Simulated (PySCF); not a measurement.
Run report: TiOCl, frequency calculation

TiOCl, multiplicity 2, computed with UKS-based PBE0, Ti def2-TZVP, O def2-TZVP, Cl def2-TZVP; non-relativistic Hamiltonian; density fitting (PySCF 2.14.0).

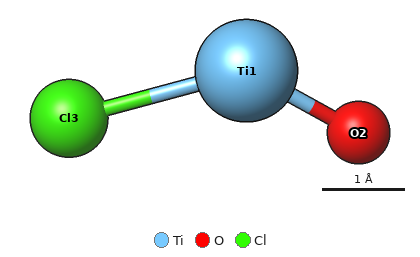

The structure (ball-and-stick view, seen at a tilt; atoms are numbered from 1 in the order of the input). Sticks mark near contacts.

**Input**
```python
from pyscf import gto, scf, dft
mol = gto.M(atom='''
Ti    -0.375485    -0.014766    -0.554559
O      0.493833     0.019420    -1.906032
Cl     0.288786     0.011356     1.632265''',
    basis={'Ti': 'def2-TZVP', 'O': 'def2-TZVP', 'Cl': 'def2-TZVP'},
    charge=0, spin=1)
mf = dft.UKS(mol, xc='PBE0')
mf.grids.atom_grid = (75, 302)
aux = {'Ti': 'def2-universal-JKFIT', 'O': 'def2-universal-JKFIT', 'Cl': 'def2-universal-JKFIT'}
mf = mf.density_fit(auxbasis=aux)
mf.conv_tol = 1e-09
mf.diis_space = 10
mf.max_cycle = 60
mf.verbose = 4
mf.kernel()
```

The script is an equivalent of the set-up of the self-consistent field. The run itself was carried out by a driver, which started from the orbitals of the step before it where there was one and computed the further properties.

Run on 4 threads of Arm Neoverse V1, 24 GiB of memory available, shared host.

Command:
```bash
OMP_NUM_THREADS=4 python axn.py task.json out
```

**The program's output**
```
init E= -1384.58371109886
  alpha nocc = 24  HOMO = -0.230002707941821  LUMO = -0.057046712004072
  beta  nocc = 23  HOMO = -0.310027908700155  LUMO = -0.0877184732752356
  HOMO = -0.230002707942  LUMO = -0.0877184732752  gap/eV = 3.87175
cycle= 1 E= -1384.58371109888  delta_E= -1.64e-11  |g|= 2.66e-06  |ddm|= 3.83e-06
  alpha nocc = 24  HOMO = -0.230004002989133  LUMO = -0.0570479823164562
  beta  nocc = 23  HOMO = -0.310027704229853  LUMO = -0.087719079171697
  HOMO = -0.230004002989  LUMO = -0.0877190791717  gap/eV = 3.87177
Extra cycle  E= -1384.58371109886  delta_E= 1.46e-11  |g|= 4.32e-06  |ddm|= 4.85e-06
converged SCF energy = -1384.58371109886  <S^2> = 0.75838055  2S+1 = 2.0083631
```

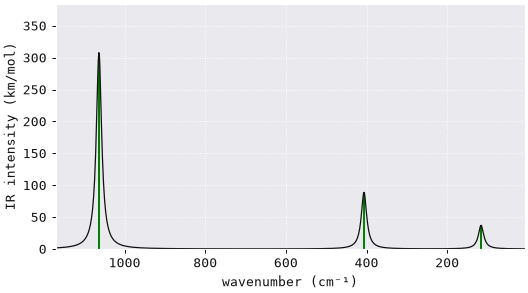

Harmonic infrared spectrum, unscaled: sticks (degenerate modes added up, dark ones marked on the axis) with a Lorentzian envelope of 16 cm⁻¹ full width, scaled to the tallest stick. 3 modes from 116 to 1064 cm⁻¹, none imaginary. The strongest line is at 1064 cm⁻¹ (308 km/mol). All modes, in cm⁻¹ (km/mol): 116 (37), 406 (89), 1064 (308).

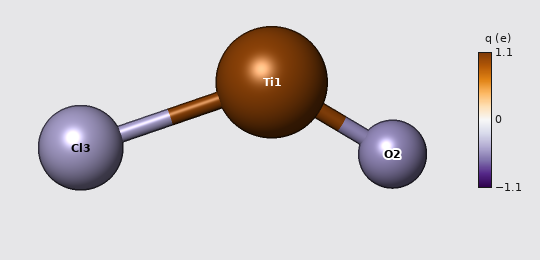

Mulliken charges, as the colour of each atom (ball-and-stick view, seen on its broad side; atoms are numbered from 1 in the order of the input). By element: Ti +1.06, O −0.56 and Cl −0.49 e.

**Key numbers**

- outcome: converged
- total energy: −1384.583711 hartree
- ⟨S²⟩: 0.758
- zero-point energy: 0.003613 hartree
- dipole moment: 4.99 D
- wavenumbers, lowest and highest: 116 and 1064 cm⁻¹
- wall time: 48 s (CPU time 2.5 min)
- peak memory: 1.1 GiB
